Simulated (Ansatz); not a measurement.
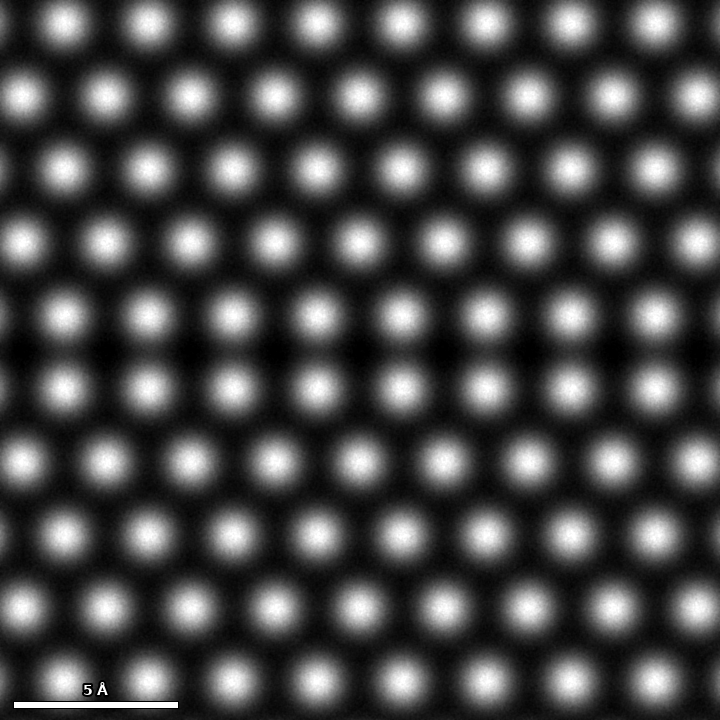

iDPC-like image of Mo (Im-3m, No. 229) along [111]. Simulated as the projected potential of neutral atoms (B = 0.5 Å²) blurred by a 0.99 Å probe, the thin-sample limit of integrated differential phase contrast. Shot noise was added.

One planar defect was built into the perfect crystal by geometry alone, without relaxation. Host structure: a calculation's starting geometry.

Where does the periodic pattern break, and how?

Answer. A planar fault (a stacking fault) runs horizontally about 11 Å below the top edge. The part above it is shifted along the boundary by 1/2 of the 2.58 Å repeat of the rows (1.3 Å to the right, the same as to the left); both parts keep the same orientation.
